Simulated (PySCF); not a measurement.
# C3H11NO2Si2: what the fields show

```xyz
19

N    -0.5505   -1.0317    1.4045
Si    0.1435    0.1142    0.3287
C    -1.1500    0.4143   -1.0305
Si   -2.8181    1.0614   -0.4185
C     1.6234   -0.7560   -0.5413
O     2.9080   -0.3339   -0.0624
C     3.0478   -0.2289    1.2270
O     2.2029   -0.4225    2.0600
H     0.0341   -1.3689    2.1551
H    -1.4844   -0.8589    1.7403
H     0.6035    1.4255    0.8156
H    -0.7453    1.1256   -1.7497
H    -1.3150   -0.5105   -1.5820
H    -3.6475    1.4530   -1.5637
H    -3.5254    0.0211    0.3347
H    -2.6255    2.2239    0.4515
H     1.6545   -0.5474   -1.6081
H     1.5510   -1.8368   -0.4062
H     4.0834    0.0657    1.4676
```

Geometry: GFN2-xTB.

These are results of PySCF 2.14.0, PBE0/pcSseg-1, SCF density, gas phase, non-relativistic, not measurements.

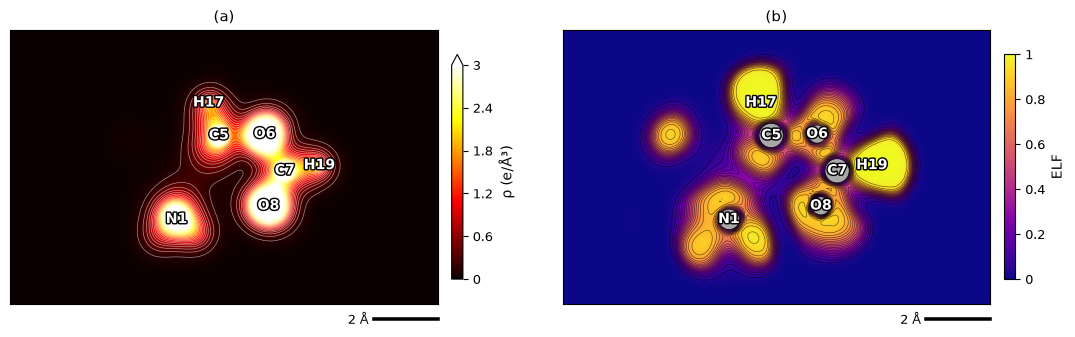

Figure 1. (a) electron density; (b) electron localisation function on the plane of atoms O8, C7 and H19. Grey discs cover the atomic cores in the ELF map.

> Describe what can be read from this map.

The section cuts through N, C, O and H sites. C–O (1.20 Å): ρ at the midpoint is about 3.3 e/Å³; the ELF peaks at about 0.85 between the atoms: a short, multiple covalent bond. C–O (1.30 Å): the density is about 2.7 e/Å³ at the midpoint; the ELF peaks at about 0.90 between the atoms: a short, strongly polar bond. C–H (1.09 Å): ρ at the midpoint is about 2.1 e/Å³; the ELF climbs to about 1 towards the hydrogen, as it does in any bond to H: an ordinary covalent bond to hydrogen. The ELF also peaks beside O6, away from the bonds: lone-pair regions.

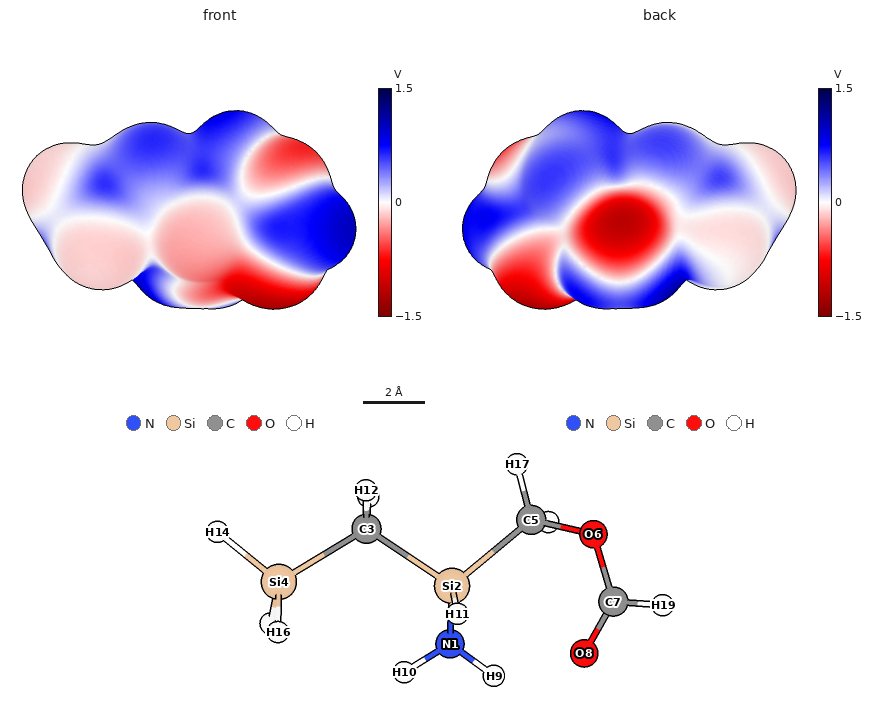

Figure 2. The electrostatic potential painted on the density surface at 0.001 e/bohr³, seen from the front and from behind; red is negative and blue positive. The bare structure is drawn below in the same view.

> Where is the surface potential most negative and most positive?

The most negative region (about −1.2 V) lies over O8, the most positive (about +1.0 V) over H10 and H19. O8 is the likeliest acceptor of a hydrogen bond.

> How polar is the molecule by this calculation?

Its dipole moment is 1.21 D.
